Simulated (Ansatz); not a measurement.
Li (bcc, W type)

```yaml
crystal:
  lattice:
    - [-3.43518, 3.43518, 3.43518]
    - [0.00000, 0.00000, 3.43518]
    - [0.00000, 3.43518, 0.00000]
  atoms:
    - { symbol: Li, position: [0.00000, 0.00000, 0.00000] }
    - { symbol: Li, position: [0.50000, 0.00000, 0.00000] }
```

The atoms are displaced by Q × the pattern below (from a DFPT mode at H = (0.5, 0.5, 0.5), largest move 1; Q in Å), at fixed cell. It is one choice among 3 degenerate patterns. (q is in reciprocal vectors of the primitive cell; the cell shown is doubled to hold the pattern.)

| atom | x | y | z |
|---|---|---|---|
| Li1 | 0.000 | 0.000 | -1.000 |
| Li2 | 0.000 | 0.000 | 1.000 |

Level of theory: PBE (plane waves to 420 eV, PAW, scalar-relativistic; Ansatz, a quantum-chemistry and plane-wave program). k mesh 19×19×19 (Γ-centred), Fermi-Dirac smearing 0.05 eV. The energy includes the smearing's −TS. With partly filled bands, energies and forces of such displacements shift with the k mesh and the smearing. Li was relaxed with its symmetry unable to fall. ΔE is measured from the undisplaced structure.

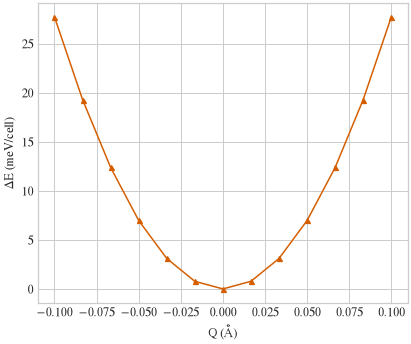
Figure. ΔE (meV/cell) against Q (Å); one marker a computed point.

What is the energy change at Q = 0.100 Å?

About 28 meV/cell.

What harmonic wavenumber does the curvature at Q = 0 give?

About 330 cm⁻¹.

(A displaced cell: forces are minus the slopes of the energy, force constants its curvatures, and phonons follow from these.)
